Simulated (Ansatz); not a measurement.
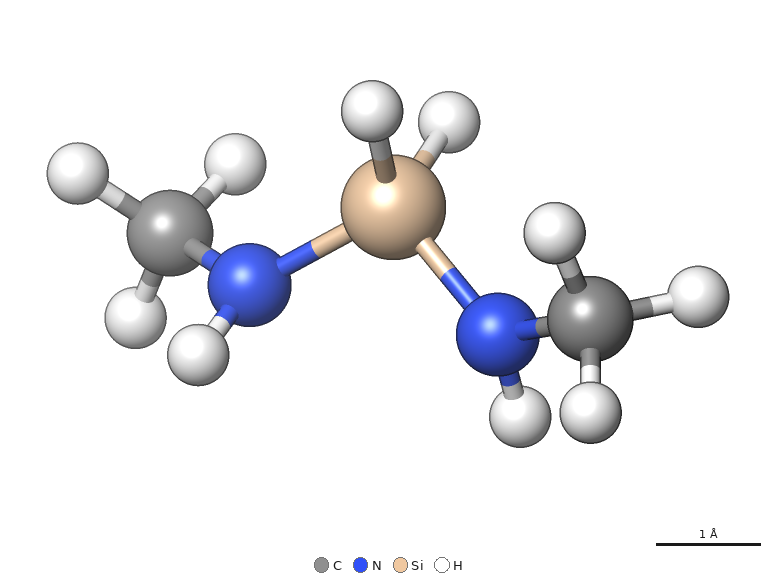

Ball-and-stick drawing of a structure.

**Which formula does it have?**

C2H10N2Si, 15 atoms: 2 carbon, 10 hydrogen, 2 nitrogen and 1 silicon.

**Name functional groups in it.**

Among them: Si–H bond, Si–N bond.

**What is its SMILES?**

CN[SiH2]NC

More results for the same structure follow; atom numbers are the same in all pictures, views and colours differ. The computed structure is the end point of a PBE0-D4/def2-TZVP optimisation.

### Geometry

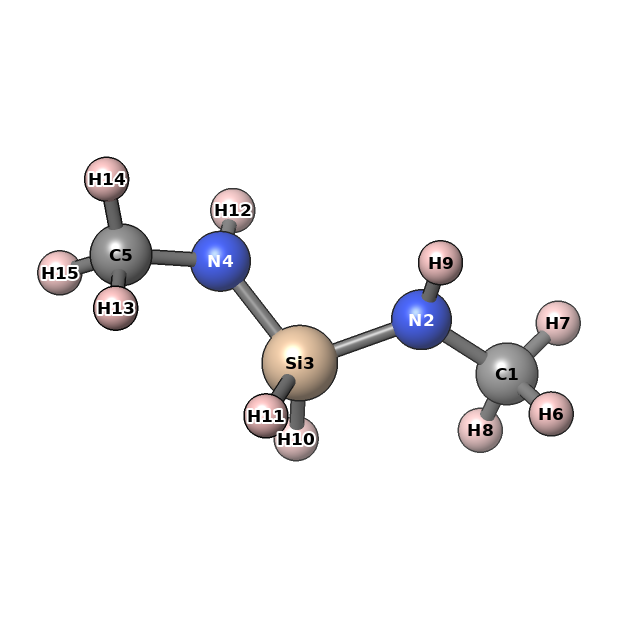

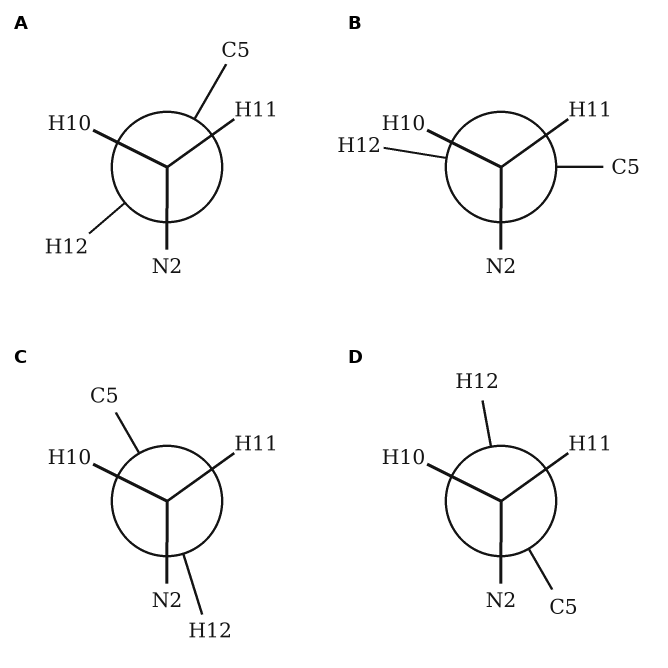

Atoms fade into the background with distance from the viewer. Bonds that would overlap in a projection are set slightly apart.

**Which Newman projection shows the view along Si3–N4, with Si3 in front?**

A. The torsion angle N2–Si3–N4–C5 is −150°, antiperiplanar (anti).

### Charges

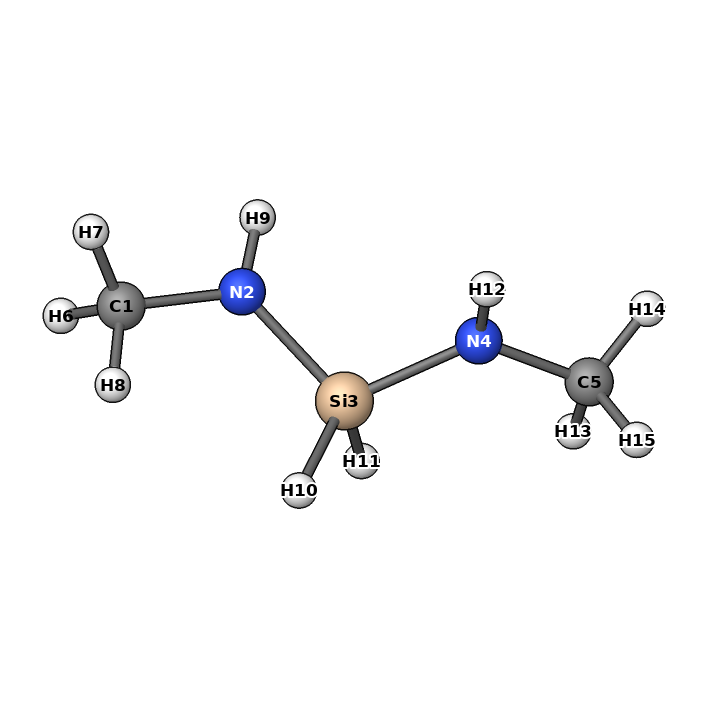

The questions are on Mulliken charges. Properties computed with RKS PBE0-D4/def2-TZVP (Ansatz 0.2.0).

Give the Mulliken charges atom by atom.

| atom | value (e) |
| --- | --- |
| C1 | −0.27 |
| N2 | −0.43 |
| Si3 | 0.38 |
| N4 | −0.43 |
| C5 | −0.27 |
| H6 | 0.12 |
| H7 | 0.12 |
| H8 | 0.13 |
| H9 | 0.21 |
| H10 | −0.07 |
| H11 | −0.07 |
| H12 | 0.21 |
| H13 | 0.13 |
| H14 | 0.12 |
| H15 | 0.12 |

### Electronic properties

Properties computed with RKS BLYP-D4/def2-TZVPP (Ansatz 0.2.0).

**Estimate the HOMO energy (Kohn–Sham orbital).**

−5.13 eV.

**Give the dispersion correction at this level.**

−61.3 kJ/mol.

**What is the LUMO energy (Kohn–Sham orbital)?**

0.23 eV.

### Dipole moment

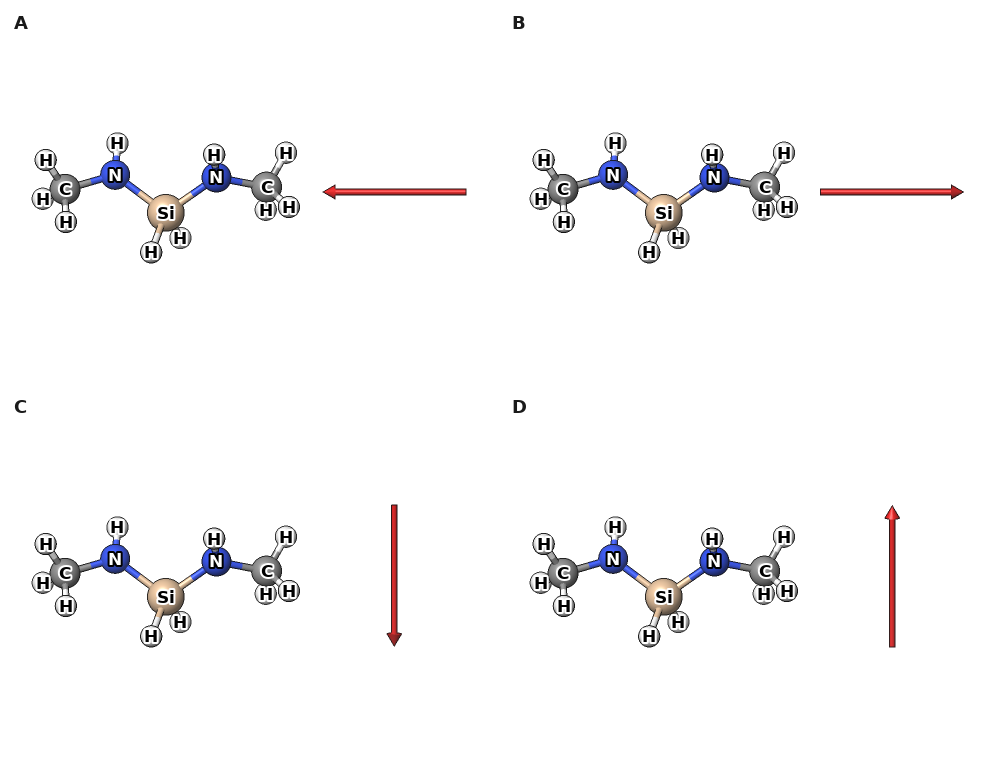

The same molecule four times, each with an arrow. Level of theory: RKS PBE0-D4/def2-TZVP (Ansatz 0.2.0).

**Which arrow points along the dipole moment, from the negative to the positive end?**

D. The dipole moment is 1.19 D.

Mulliken values depend strongly on the basis set and can even reverse the polarity of a bond.
